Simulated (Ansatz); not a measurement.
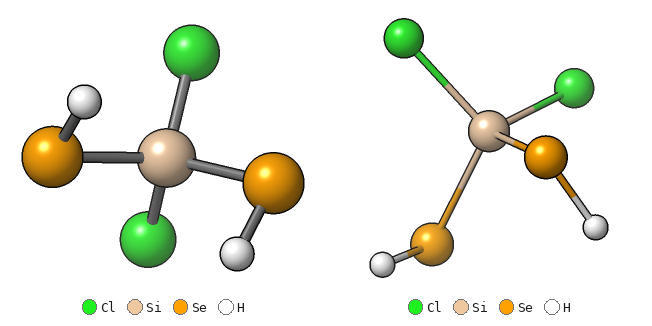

Both panels show the same species.

Identify the structure.

The molecule is Cl₂H₂Se₂Si. As SMILES it reads `Cl[Si](Cl)([SeH])[SeH]`. It has no ring. This geometry has C2 symmetry. Coordination: 1 Si tetrahedral; 2 Se bent.

More results for the same structure follow; atom numbers are the same in all pictures, views and colours differ. The geometry was computed by an optimisation with PBE0-D4/def2-TZVP.

**Shape**

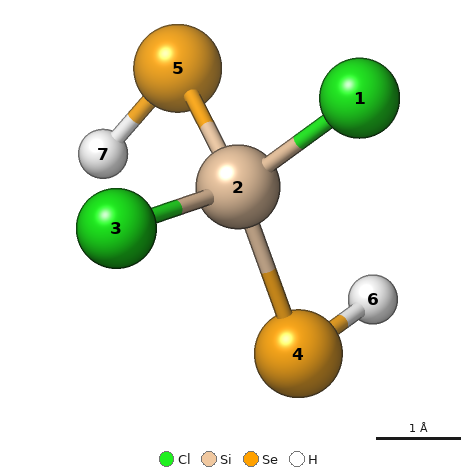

Atoms carry their numbers in the input.

What are the angles Cl1–Si2–Cl3, Cl1–Si2–Se4, Se4–Si2–Se5, Si2–Se4–H6?

```csv
angle,degrees
Cl1–Si2–Cl3,108.6
Cl1–Si2–Se4,113.2
Se4–Si2–Se5,114.5
Si2–Se4–H6,91.8
```

**Levels of theory compared**

Program: Ansatz 0.2.0.

At this fixed geometry, give dipole (D), HOMO energy (eV) at these levels: B3LYP-D4/def2-TZVPP; PBE-D4/def2-TZVPP; r2SCAN-D4/def2-TZVPP; ωB97M-V/def2-TZVPP.

```json
{"level": "B3LYP-D4/def2-TZVPP", "dipole (D)": "1.45", "HOMO energy (eV)": "−7.16"}
{"level": "PBE-D4/def2-TZVPP", "dipole (D)": "1.42", "HOMO energy (eV)": "−6.25"}
{"level": "r2SCAN-D4/def2-TZVPP", "dipole (D)": "1.47", "HOMO energy (eV)": "−6.55"}
{"level": "ωB97M-V/def2-TZVPP", "dipole (D)": "1.44", "HOMO energy (eV)": "−9.53"}
```

**Vibrations**

Harmonic vibrations computed with RKS PBE0-D4/def2-TZVP (Ansatz 0.2.0) at a stationary point of the same level.

How many vibrational modes are there, and where do they lie?

Answer. 15 modes: 85, 108, 147, 162, 165, 198, 245, 299, 489, 550, 571, 666, 692, 2440, 2441 cm⁻¹.

**Thermal motion**

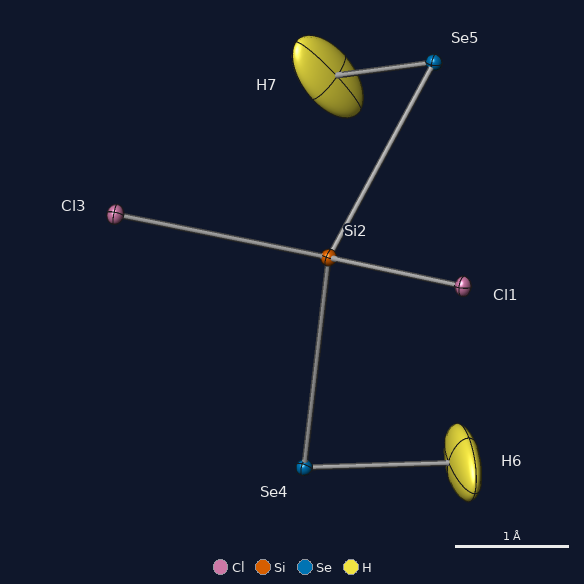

Displacement ellipsoids at the 50 % level, from the internal vibrations of the free molecule (harmonic, no overall translation or rotation; no half-axis is drawn under 0.075 Å). Vibrations computed with RKS PBE0-D4/def2-TZVP (Ansatz 0.2.0). Temperature: 100 K.

List U_eq and the three principal root-mean-square amplitudes for each kind of atom.

```
    atom  U_eq (Å²)   rms amplitudes (Å)
Cl1, Cl3     0.0027  0.038, 0.055, 0.060
     Si2     0.0016  0.035, 0.042, 0.042
Se4, Se5    0.00089  0.023, 0.026, 0.038
  H6, H7     0.0431  0.086, 0.173, 0.304
```
